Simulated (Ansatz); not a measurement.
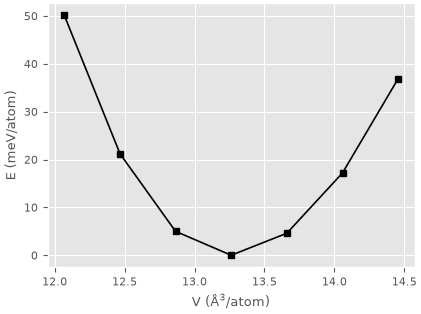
Fig. 1. ZnCdO2 in space group P3m1 (No. 156; Zn on 1a, Cd on 1c, O on 1c, O on 1a) under volume change, the program Ansatz at the LDA level (PAW), shape and atoms relaxed at each volume.

**Question.** What does a third-order Birch–Murnaghan fit give for V₀, B₀ and B′?

**Answer.** V₀ = 13.26 Å³/atom, B₀ = 127 GPa, B′ = 4.0.

The first step of the workflow began from a Materials Project structure, measured or hypothetical; the Crystallography Open Database copy checked does not list it. Whether it is the stable phase at ambient conditions was not checked. Symmetry was held in the LDA relaxation; of distortions, only those at the zone centre were tested.

Potentials: the later of the program's two PAW sets.
